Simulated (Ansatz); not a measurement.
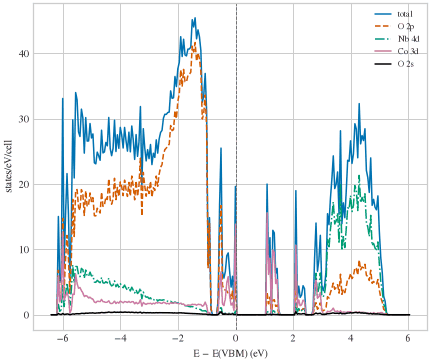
*Total and projected density of states of Co2Li7Nb7O24 in space group P1 (No. 1; Pearson symbol aP40), r²SCAN in the plane-wave PAW code Ansatz*

**Question.** Which orbitals carry the states next to the gap?

**Answer.** Top 1 eV of the valence band: O 2p 60 %, Co 3d 34 %. Bottom 1 eV of the conduction band: Co 3d 76 %, O 2p 19 %. Projections are on Löwdin-orthogonalised atomic valence shells; empty p or d shells of many metals are not among them.

**Question.** Where is the tallest occupied peak in this window, and what makes it?

**Answer.** Near -1.4 eV, about 45 states/eV per cell; the largest projected share is O 2p.

The start of the workflow was typed in or built on a structure type; neither database checked (COD, Materials Project) lists it. Its standing as an ambient phase is unchecked. The cell was relaxed with r²SCAN under the symmetry of its start, as lowered by the spin order; its stability against distortions is not shown here. The final state is antiferromagnetic, chosen from 3 collinear starts compared on coarse meshes (ties went to the first, and starts can fall back to one state), not a proven ground state. Other orbital occupations within this spin state were not tried. No Hubbard U is applied. Spin–orbit coupling is left out wherever it is not named.

Potentials: the later of the program's two PAW sets.
